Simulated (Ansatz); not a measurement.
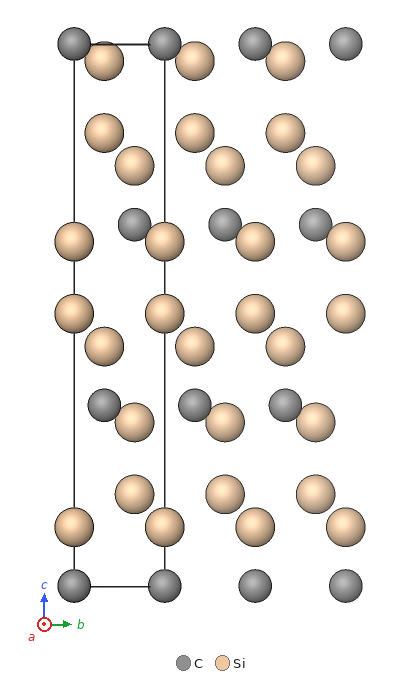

The picture looks along a close-packed row of the hexagonal mesh; c points upwards. Every atom sits on one of the three columns of the mesh; call them A, B, C in the order in which they first turn up. The sequence starts with the first layer at or above the cell's origin.

System Si3C (space group R3m, No. 160); source of the atomic positions: the input geometry of an electronic-structure calculation (not necessarily at equilibrium); the starting structure was generated, so it need not be a known form of this composition.

List the layers of one repeat.

C(A) – Si(A) – Si(B) – Si(B) – C(C) – Si(C) – Si(A) – Si(A) – C(B) – Si(B) – Si(C) – Si(C) (twelve layers in 17.61 Å).

Heights of the layers:

| layer | atoms (column) | height (Å) | to next (Å) |
| --- | --- | --- | --- |
| 1 | C(A) | 0.02 | 1.91 |
| 2 | Si(A) | 1.93 | 1.07 |
| 3 | Si(B) | 2.99 | 2.34 |
| 4 | Si(B) | 5.33 | 0.56 |
| 5 | C(C) | 5.89 | 1.91 |
| 6 | Si(C) | 7.80 | 1.07 |
| 7 | Si(A) | 8.87 | 2.34 |
| 8 | Si(A) | 11.20 | 0.56 |
| 9 | C(B) | 11.76 | 1.91 |
| 10 | Si(B) | 13.67 | 1.07 |
| 11 | Si(C) | 14.74 | 2.34 |
| 12 | Si(C) | 17.07 | 0.56 |
